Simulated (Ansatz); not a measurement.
**BFGaH4N: rotation by 180° about the N2–Ga3 bond**

Wanted: the energy profile along the rotation by 180° about the N2–Ga3 bond, from relaxed end points and a band of images. SMILES of the start: B[NH][GaH][F].

All numbers below are computed with Ansatz 0.2.0 (RKS PBE0/def2-SVP).

## Step 1: Starting point

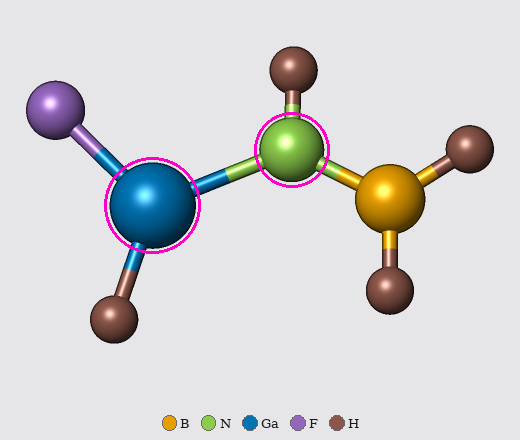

The starting structure, seen from a chosen angle (boron amber, nitrogen green, gallium blue, fluorine purple, hydrogen brown). Ringed: N2, Ga3.

As a file:

```xyz
8

B     0.5068    1.3892   -0.3438
N     0.1402    0.2896    0.4395
Ga   -0.5284   -1.3772   -0.0594
F    -0.8338   -2.4208    1.3049
H     0.3976    1.3030   -1.5085
H     0.9097    2.3613    0.1719
H     0.2412    0.3841    1.4485
H    -0.8334   -1.9293   -1.4530
```

## Step 2: End point A

Contents of input.yaml:

```yaml
crystal:
  periodic: [false, false, false]
  atoms:
    - { symbol: B, position_ang: [0.5068, 1.38918, -0.34378] }
    - { symbol: "N", position_ang: [0.1402, 0.28963, 0.43949] }
    - { symbol: Ga, position_ang: [-0.52837, -1.37715, -0.05939] }
    - { symbol: F, position_ang: [-0.83378, -2.42084, 1.30486] }
    - { symbol: H, position_ang: [0.39761, 1.30304, -1.50852] }
    - { symbol: H, position_ang: [0.90972, 2.36134, 0.17187] }
    - { symbol: H, position_ang: [0.2412, 0.38407, 1.44853] }
    - { symbol: H, position_ang: [-0.83339, -1.92927, -1.45305] }
basis:
  gaussian: { orbitals: def2-SVP }
hamiltonian:
  xc: pbe0
relax:
  f_tol: 0.015
  max_steps: 40
```

Started as:

```console
ansatz run input.yaml --threads 2 --pin off --max-ram 3072MiB --backend cpu --events-out ev --progress --plain --runs-dir out
```

What it wrote, cut to the lines that bear on the results:

```text
Warning: RAYON_NUM_THREADS=2 ignored (pool sized by the plan → 2); use --threads N
[...]
Functional definition: PBE0
[...]
1020 factors; integrals over basis functions are off by at most 5.1e-4 eV
[...]
mean field -57305.73969952 eV, -2105.9470907319 hartree, gradient 3.2e-5 eV, S^2 0.000000; 0 other end points of the search recorded, 0 dependent functions left out
[...]
reference -57305.73973083 eV, -2105.9470918826 hartree; 28, 28 occupied and 66, 66 virtual orbitals, 1020 factors
relax step   1: F+E_penalty+E_count = -57305.73969952 eV  Δ(F+E_penalty+E_count) = +0.000e0 eV  max|allowed force component| = 1.023e0 eV/Å  Δτ_max = 0.0000 Å  (26 SCF iters, accepted)
[...]
relax step   7: F+E_penalty+E_count = -57305.81254634 eV  Δ(F+E_penalty+E_count) = -2.966e-4 eV  max|allowed force component| = 1.753e-2 eV/Å  Δτ_max = 0.0086 Å  (25 SCF iters, accepted)
[...]
relax step   8: F+E_penalty+E_count = -57305.81258609 eV  Δ(F+E_penalty+E_count) = -3.975e-5 eV  max|allowed force component| = 7.134e-3 eV/Å  Δτ_max = 0.0048 Å  (23 SCF iters, accepted)
1020 factors; integrals over basis functions are off by at most 4.9e-4 eV
[...]
mean field -57305.81258609 eV, -2105.9497692638 hartree, gradient 1.7e-5 eV, S^2 0.000000; 1 other end points of the search recorded, 0 dependent functions left out
[...]
reference -57305.81261707 eV, -2105.9497704022 hartree; 28, 28 occupied and 66, 66 virtual orbitals, 1020 factors
Total energy: -57305.81261707 eV, -2105.9497704022 hartree
Atom 0 at     0.483993     1.328666    -0.336706 Å, force    -0.000118    -0.000133    -0.000963 eV/Å
Atom 1 at     0.139263     0.276579     0.524471 Å, force     0.001320     0.002115     0.007134 eV/Å
Atom 2 at    -0.514631    -1.340541    -0.057230 Å, force    -0.001478    -0.003657    -0.003022 eV/Å
Atom 3 at    -0.838033    -2.430016     1.279937 Å, force    -0.000611    -0.000701     0.000990 eV/Å
Atom 4 at     0.346366     1.172753    -1.532743 Å, force    -0.000166     0.000690    -0.000200 eV/Å
Atom 5 at     0.910757     2.372030     0.105878 Å, force     0.000350     0.000720     0.000163 eV/Å
Atom 6 at     0.256608     0.411815     1.525135 Å, force     0.000737     0.001769    -0.002924 eV/Å
Atom 7 at    -0.784333    -1.791286    -1.508731 Å, force    -0.000035    -0.000804    -0.001177 eV/Å
Dipole moment:     0.011128     0.046266    -0.083596 e Å
```

Run time: 22 s. Hardware: 2 threads of Arm Neoverse V1, shared host; peak memory 0.2 GiB.

The steps of the relaxation:

```csv
step,energy from step 1 (eV),largest force component (eV/Å)
1,0.0000,1.0230
2,-0.0585,0.2855
3,-0.0689,0.0575
4,-0.0706,0.0960
5,-0.0719,0.1145
6,-0.0726,0.0569
7,-0.0728,0.0175
8,-0.0729,0.0071
```

Step 1 is the start.

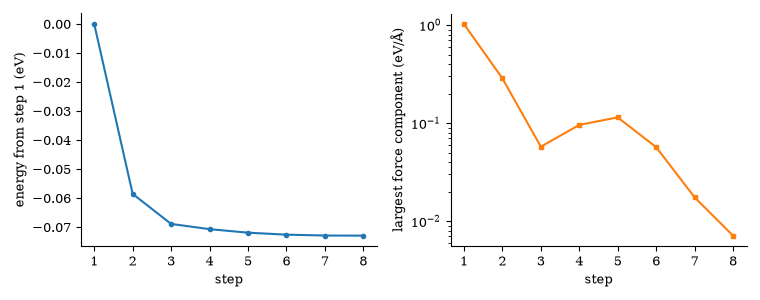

How energy and force went from step to step.

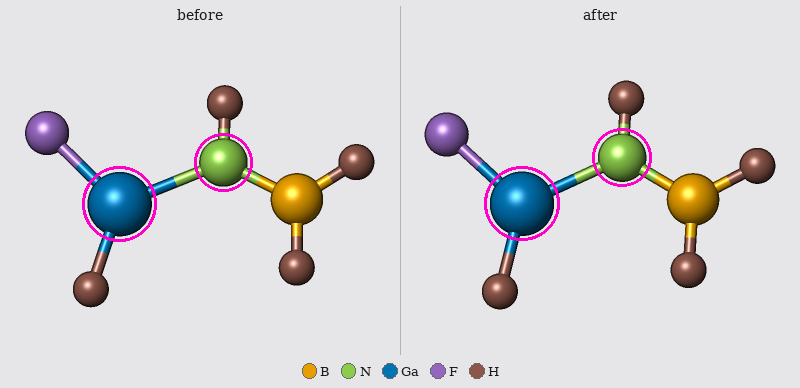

The structure before (left) and after (right), drawn at the same scale.

After: Bond lengths: B1–N2 1.403 Å, N2–Ga3 1.839 Å, Ga3–F4 1.755 Å, B1–H5 1.214 Å, B1–H6 1.211 Å, N2–H7 1.017 Å, Ga3–H8 1.544 Å. Angles: B1–N2–Ga3 123.6°, B1–N2–H7 118.4°, Ga3–N2–H7 118.0°, N2–B1–H5 118.7°, N2–B1–H6 120.6°, H5–B1–H6 120.7°, N2–Ga3–F4 111.7°, N2–Ga3–H8 128.1°, F4–Ga3–H8 120.2°.

## Step 3: End point B

The second end starts from a geometry with the move made by hand.

Changes to input.yaml since step 2:

```diff
@@ -6,3 +6,3 @@
     - { symbol: Ga, position_ang: [-0.52837, -1.37715, -0.05939] }
-    - { symbol: F, position_ang: [-0.83378, -2.42084, 1.30486] }
+    - { symbol: F, position_ang: [-0.70916, -1.54558, -1.78644] }
     - { symbol: H, position_ang: [0.39761, 1.30304, -1.50852] }
@@ -10,3 +10,3 @@
     - { symbol: H, position_ang: [0.2412, 0.38407, 1.44853] }
-    - { symbol: H, position_ang: [-0.83339, -1.92927, -1.45305] }
+    - { symbol: H, position_ang: [-0.92365, -2.57092, 0.81171] }
 basis:
```

Started as:

```console
ansatz run input.yaml --threads 2 --pin off --max-ram 3072MiB --backend cpu --events-out ev --progress --plain --runs-dir out
```

What it wrote, cut to the lines that bear on the results:

```text
Warning: RAYON_NUM_THREADS=2 ignored (pool sized by the plan → 2); use --threads N
[...]
[... 1 set-up line as earlier in the session ...]
[...]
1021 factors; integrals over basis functions are off by at most 5.1e-4 eV
[...]
mean field -57305.66554449 eV, -2105.9443655847 hartree, gradient 2.7e-5 eV, S^2 0.000000; 0 other end points of the search recorded, 0 dependent functions left out
[...]
reference -57305.66557565 eV, -2105.9443667298 hartree; 28, 28 occupied and 66, 66 virtual orbitals, 1021 factors
relax step   1: F+E_penalty+E_count = -57305.66554449 eV  Δ(F+E_penalty+E_count) = +0.000e0 eV  max|allowed force component| = 9.425e-1 eV/Å  Δτ_max = 0.0000 Å  (26 SCF iters, accepted)
[...]
relax step   5: F+E_penalty+E_count = -57305.72969873 eV  Δ(F+E_penalty+E_count) = -3.320e-4 eV  max|allowed force component| = 1.686e-2 eV/Å  Δτ_max = 0.0057 Å  (24 SCF iters, accepted)
[...]
reference -57305.72983572 eV, -2105.9467282439 hartree; 28, 28 occupied and 66, 66 virtual orbitals, 1021 factors
Total energy: -57305.72983572 eV, -2105.9467282439 hartree
Atom 0 at     0.493930     1.353661    -0.339654 Å, force    -0.003309     0.006615    -0.001109 eV/Å
Atom 1 at     0.133535     0.271065     0.484035 Å, force     0.005297     0.006580    -0.000522 eV/Å
Atom 2 at    -0.520177    -1.353666    -0.082385 Å, force    -0.005998    -0.002357     0.006249 eV/Å
Atom 3 at    -0.696870    -1.504842    -1.815555 Å, force     0.001656     0.000171    -0.004679 eV/Å
Atom 4 at     0.375802     1.250445    -1.538825 Å, force     0.001144    -0.005140     0.005955 eV/Å
Atom 5 at     0.915557     2.371718     0.165609 Å, force    -0.000180    -0.001622    -0.004306 eV/Å
Atom 6 at     0.247640     0.399756     1.485796 Å, force    -0.000080    -0.005094     0.001136 eV/Å
Atom 7 at    -0.915066    -2.554529     0.814450 Å, force     0.001470     0.000847    -0.002723 eV/Å
Dipole moment:    -0.024115    -0.183035     0.665642 e Å
```

Wall time 16 s (2 threads of Arm Neoverse V1, shared host); peak memory 0.2 GiB.

Relaxation path:

```csv
step,energy from step 1 (eV),largest force component (eV/Å)
1,0.0000,0.9425
2,-0.0560,0.3423
3,-0.0636,0.0348
4,-0.0638,0.0677
5,-0.0642,0.0169
6,-0.0643,0.0066
```

Step 1 is the start.

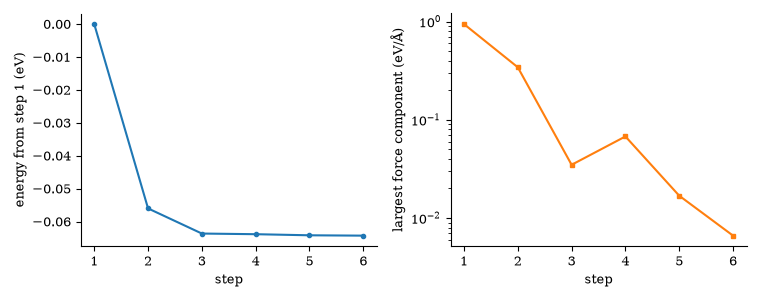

Energy and largest force along the relaxation.

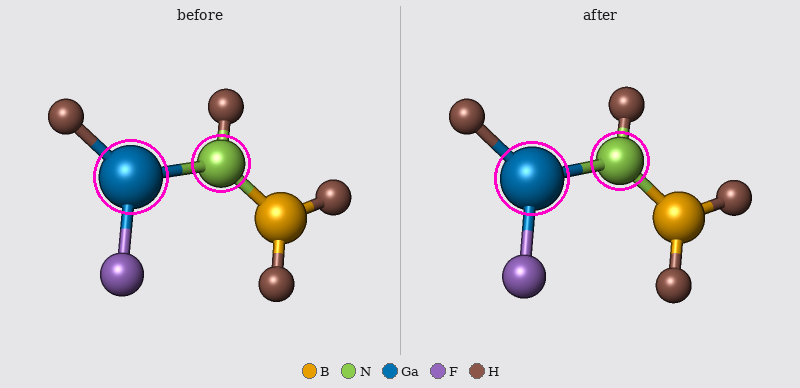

The structure before (left) and after (right), drawn at the same scale.

After: Bond lengths: B1–N2 1.407 Å, N2–Ga3 1.841 Å, Ga3–F4 1.749 Å, B1–H5 1.209 Å, B1–H6 1.212 Å, N2–H7 1.016 Å, Ga3–H8 1.550 Å. Angles: B1–N2–Ga3 126.1°, B1–N2–H7 116.8°, Ga3–N2–H7 117.1°, N2–B1–H5 119.3°, N2–B1–H6 119.4°, H5–B1–H6 121.3°, N2–Ga3–F4 114.7°, N2–Ga3–H8 126.6°, F4–Ga3–H8 118.7°.

## Step 4: The band

crystal.atoms is end A as relaxed above, and neb.final_atoms is end B, turned to lie on A. With 5 inner images the band has 7 in all.

Contents of input.yaml:

```yaml
crystal:
  periodic: [false, false, false]
  atoms:
    - { symbol: B, position_ang: [0.483993, 1.328666, -0.336706] }
    - { symbol: "N", position_ang: [0.139263, 0.276579, 0.524471] }
    - { symbol: Ga, position_ang: [-0.514631, -1.340541, -0.05723] }
    - { symbol: F, position_ang: [-0.838033, -2.430016, 1.279937] }
    - { symbol: H, position_ang: [0.346366, 1.172753, -1.532743] }
    - { symbol: H, position_ang: [0.910757, 2.37203, 0.105878] }
    - { symbol: H, position_ang: [0.256608, 0.411815, 1.525135] }
    - { symbol: H, position_ang: [-0.784333, -1.791286, -1.508731] }
basis:
  gaussian: { orbitals: def2-SVP }
hamiltonian:
  xc: pbe0
neb:
  order_check: false
  images: 5
  f_tol: 0.05
  max_iterations: 60
  initial_path: idpp
  final_atoms:
    - { symbol: B, position_ang: [0.47706551, 1.31139943, -0.32004902] }
    - { symbol: "N", position_ang: [0.14316026, 0.27368175, 0.56990127] }
    - { symbol: Ga, position_ang: [-0.51715678, -1.3814774, 0.10908525] }
    - { symbol: F, position_ang: [-0.73767999, -1.62667644, -1.60823819] }
    - { symbol: H, position_ang: [0.32860362, 1.14314129, -1.50843747] }
    - { symbol: H, position_ang: [0.90669698, 2.3566868, 0.11846117] }
    - { symbol: H, position_ang: [0.28239765, 0.45669728, 1.55996424] }
    - { symbol: H, position_ang: [-0.88309725, -2.53345271, 1.07932376] }
```

Started as:

```console
ansatz run input.yaml --threads 2 --pin off --max-ram 3072MiB --backend cpu --events-out ev --progress --plain --runs-dir out
```

What it wrote, cut to the lines that bear on the results:

```text
Warning: RAYON_NUM_THREADS=2 ignored (pool sized by the plan → 2); use --threads N
[...]
[... 1 set-up line as earlier in the session ...]
[...]
1021 factors; integrals over basis functions are off by at most 4.8e-4 eV
[...]
mean field -57305.81258963 eV, -2105.9497693940 hartree, gradient 3.0e-5 eV, S^2 0.000000; 0 other end points of the search recorded, 0 dependent functions left out
[...]
reference -57305.81262065 eV, -2105.9497705340 hartree; 28, 28 occupied and 66, 66 virtual orbitals, 1021 factors
1021 factors; integrals over basis functions are off by at most 5.5e-4 eV
[...]
mean field -57305.72976336 eV, -2105.9467255847 hartree, gradient 5.2e-5 eV, S^2 0.000000; 0 other end points of the search recorded, 0 dependent functions left out
[...]
reference -57305.72979414 eV, -2105.9467267161 hartree; 28, 28 occupied and 66, 66 virtual orbitals, 1021 factors
[...]
Total energy: -57305.57229622 eV, -2105.9409387739 hartree
Atom 0 at     0.044766     1.384399     0.024586 Å, force    -0.002782    -0.002259    -0.000472 eV/Å
Atom 1 at     0.566764     0.157888     0.440171 Å, force     0.010663    -0.007869     0.010775 eV/Å
Atom 2 at    -0.194244    -1.375411    -0.272416 Å, force     0.022523     0.020331    -0.012451 eV/Å
Atom 3 at    -1.657485    -1.900058     0.537281 Å, force    -0.011333     0.002104     0.007347 eV/Å
Atom 4 at    -0.874964     1.375061    -0.776064 Å, force    -0.001965    -0.006078    -0.004671 eV/Å
Atom 5 at     0.492565     2.433870     0.429883 Å, force    -0.006727     0.000507    -0.000946 eV/Å
Atom 6 at     1.340601     0.146353     1.096746 Å, force    -0.003095    -0.006255    -0.001562 eV/Å
Atom 7 at     0.281987    -2.222101    -1.480176 Å, force    -0.007283    -0.000481     0.001980 eV/Å
Dipole moment:     0.544783    -0.165122    -0.065608 e Å
this run last wrote the band of iteration 10 to <dir>; this run last wrote the band within `neb.f_tol` of iteration 9 to <dir>
```

Run time: 1.7 min. Hardware: 2 threads of Arm Neoverse V1, shared host; peak memory 0.2 GiB.

## Step 5: What the band shows

The 5 inner images lie between the fixed ends 0 and 6. Energy is taken from image 0, and the path length is the program's own coordinate along the band.

| image | path (Å) | energy (eV) | dihedral B1–N2–Ga3–F4 (°) | band force (eV/Å) |
| --- | --- | --- | --- | --- |
| 0 | 0.000 | 0.0000 | 180 | - |
| 1 | 0.868 | 0.0595 | -143 | 0.047 |
| 2 | 1.736 | 0.1808 | -111 | 0.037 |
| 3* | 2.615 | 0.2403 | -83 | 0.023 |
| 4 | 3.357 | 0.1996 | -59 | 0.039 |
| 5 | 4.107 | 0.1201 | -31 | 0.017 |
| 6 | 4.857 | 0.0828 | 0 | - |

The star marks the climbing image.

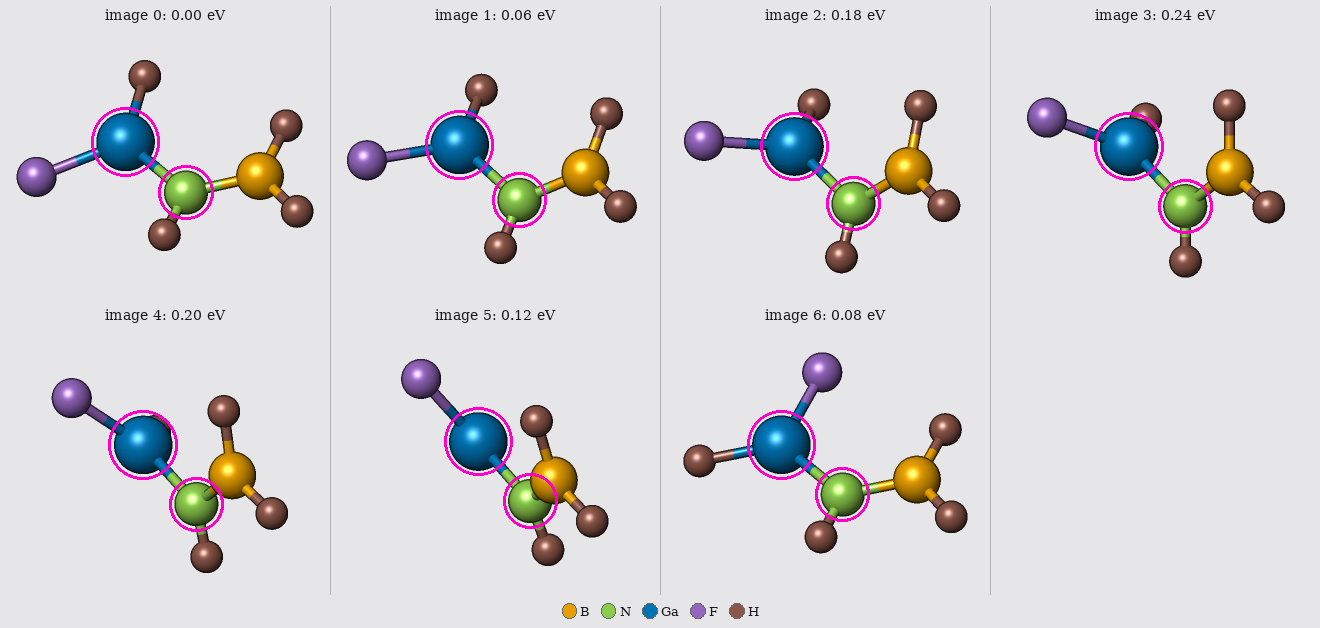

The images of the last band, seen from a free direction. Ringed: N2, Ga3. Sticks join atoms closer than a bonding distance in each image.

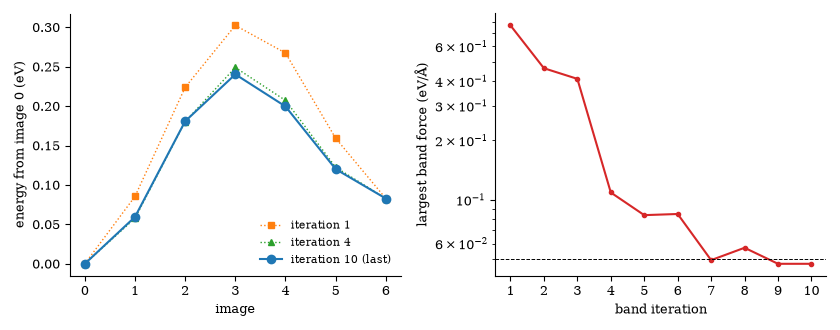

Left: energy of each image for early iterations and the last one (lines only join the points; early values far above the last band run off the scale). Right: the largest band force by iteration, with the threshold dashed.

The top of the band by iteration:

```csv
iteration,highest image above image 0 (eV),largest band force (eV/Å)
1,0.3024,0.767
2,0.2614,0.465
3,0.2556,0.411
4,0.2490,0.109
5,0.2465,0.084
6,0.2428,0.085
7,0.2422,0.049
8,0.2410,0.057
9,0.2407,0.047
10,0.2403,0.047
```

The band as a trajectory file:

```xyz
8
image=0 dE=0.0000
B     0.484    1.329   -0.337
N     0.139    0.277    0.524
Ga   -0.515   -1.341   -0.057
F    -0.838   -2.430    1.280
H     0.346    1.173   -1.533
H     0.911    2.372    0.106
H     0.257    0.412    1.525
H    -0.784   -1.791   -1.509
8
image=1 dE=0.0595
B     0.323    1.377   -0.264
N     0.352    0.203    0.502
Ga   -0.383   -1.370   -0.116
F    -1.150   -2.298    1.160
H    -0.082    1.316   -1.407
H     0.688    2.431    0.207
H     0.639    0.270    1.474
H    -0.387   -1.930   -1.555
8
image=2 dE=0.1808
B     0.169    1.399   -0.142
N     0.491    0.176    0.456
Ga   -0.270   -1.381   -0.193
F    -1.416   -2.119    0.913
H    -0.512    1.393   -1.151
H     0.554    2.446    0.328
H     1.009    0.188    1.329
H    -0.025   -2.102   -1.540
8
image=3 dE=0.2403
B     0.045    1.384    0.025
N     0.567    0.158    0.440
Ga   -0.194   -1.375   -0.272
F    -1.657   -1.900    0.537
H    -0.875    1.375   -0.776
H     0.493    2.434    0.430
H     1.341    0.146    1.097
H     0.282   -2.222   -1.480
8
image=4 dE=0.1996
B    -0.045    1.389    0.207
N     0.568    0.142    0.384
Ga   -0.137   -1.388   -0.377
F    -1.772   -1.754    0.128
H    -1.107    1.440   -0.380
H     0.484    2.400    0.615
H     1.486    0.123    0.820
H     0.523   -2.351   -1.397
8
image=5 dE=0.1201
B    -0.102    1.361    0.404
N     0.590    0.143    0.278
Ga   -0.105   -1.375   -0.503
F    -1.835   -1.554   -0.329
H    -1.257    1.421    0.047
H     0.469    2.335    0.844
H     1.572    0.141    0.538
H     0.668   -2.472   -1.278
8
image=6 dE=0.0828
B     0.481    1.327   -0.240
N     0.134    0.242    0.586
Ga   -0.518   -1.385    0.024
F    -0.711   -1.535   -1.707
H     0.352    1.225   -1.438
H     0.903    2.347    0.263
H     0.257    0.370    1.587
H    -0.898   -2.589    0.924
```

## Step 6: Frequencies at the highest image

The geometry is the highest inner image of the first converged band.

Contents of input.yaml:

```yaml
crystal:
  periodic: [false, false, false]
  atoms:
    - { symbol: B, position_ang: [0.044766, 1.384399, 0.024586] }
    - { symbol: "N", position_ang: [0.566764, 0.157888, 0.440171] }
    - { symbol: Ga, position_ang: [-0.194244, -1.375411, -0.272416] }
    - { symbol: F, position_ang: [-1.657485, -1.900058, 0.537281] }
    - { symbol: H, position_ang: [-0.874964, 1.375061, -0.776064] }
    - { symbol: H, position_ang: [0.492565, 2.43387, 0.429883] }
    - { symbol: H, position_ang: [1.340601, 0.146353, 1.096746] }
    - { symbol: H, position_ang: [0.281987, -2.222101, -1.480176] }
basis:
  gaussian: { orbitals: def2-SVP }
hamiltonian:
  xc: pbe0
phonons: {}
```

Started as:

```console
ansatz run input.yaml --threads 2 --pin off --max-ram 3072MiB --backend cpu --events-out ev --progress --plain --runs-dir out
```

What it wrote, cut to the lines that bear on the results:

```text
Warning: RAYON_NUM_THREADS=2 ignored (pool sized by the plan → 2); use --threads N
[...]
[... 1 set-up line as earlier in the session ...]
[...]
1022 factors; integrals over basis functions are off by at most 3.3e-4 eV
[...]
mean field -57305.57226009 eV, -2105.9409374463 hartree, gradient 2.5e-5 eV, S^2 0.000000; 0 other end points of the search recorded, 0 dependent functions left out
[...]
reference -57305.57229162 eV, -2105.9409386050 hartree; 28, 28 occupied and 66, 66 virtual orbitals, 1022 factors
[...]
1022 factors; integrals over basis functions are off by at most 3.3e-4 eV
[...]
mean field -57305.57215884 eV, -2105.9409337255 hartree, gradient 2.9e-6 eV, S^2 0.000000; 0 other end points of the search recorded, 0 dependent functions left out
[...]
reference -57305.57219037 eV, -2105.9409348842 hartree; 28, 28 occupied and 66, 66 virtual orbitals, 1022 factors
[...]
1022 factors; integrals over basis functions are off by at most 3.3e-4 eV
[...]
WARN: phonons: modes at or below zero, which the zero-point energy, F, S and C_V leave out: 1, the lowest at -130.32 cm⁻¹. A minimum has none, and a first-order saddle one
[...]
Total energy: -57305.57229162 eV, -2105.9409386050 hartree
Atom 0 at     0.044766     1.384399     0.024586 Å, force    -0.002726    -0.002152    -0.000493 eV/Å
Atom 1 at     0.566764     0.157888     0.440171 Å, force     0.010530    -0.008015     0.010860 eV/Å
Atom 2 at    -0.194244    -1.375411    -0.272416 Å, force     0.022758     0.020440    -0.012713 eV/Å
Atom 3 at    -1.657485    -1.900058     0.537281 Å, force    -0.011429     0.002065     0.007523 eV/Å
Atom 4 at    -0.874964     1.375061    -0.776064 Å, force    -0.001960    -0.006056    -0.004671 eV/Å
Atom 5 at     0.492565     2.433870     0.429883 Å, force    -0.006740     0.000506    -0.000955 eV/Å
Atom 6 at     1.340601     0.146353     1.096746 Å, force    -0.003134    -0.006269    -0.001566 eV/Å
Atom 7 at     0.281987    -2.222101    -1.480176 Å, force    -0.007300    -0.000518     0.002015 eV/Å
Dipole moment:     0.544785    -0.165121    -0.065609 e Å
Vibrations: -130.32 105.60 175.61 294.49 463.85 599.68 628.12 710.16 799.35 921.60 998.27 1160.09 1210.21 1400.01 2057.59 2520.34 2627.16 3634.90 cm⁻¹, zero-point energy 1.258876 eV
```

Wall time 70 s (2 threads of Arm Neoverse V1, shared host); peak memory 0.2 GiB.

Of 18 modes, 1 is imaginary by more than 30 cm⁻¹ (130i cm⁻¹).

[end of part 1 of 2]
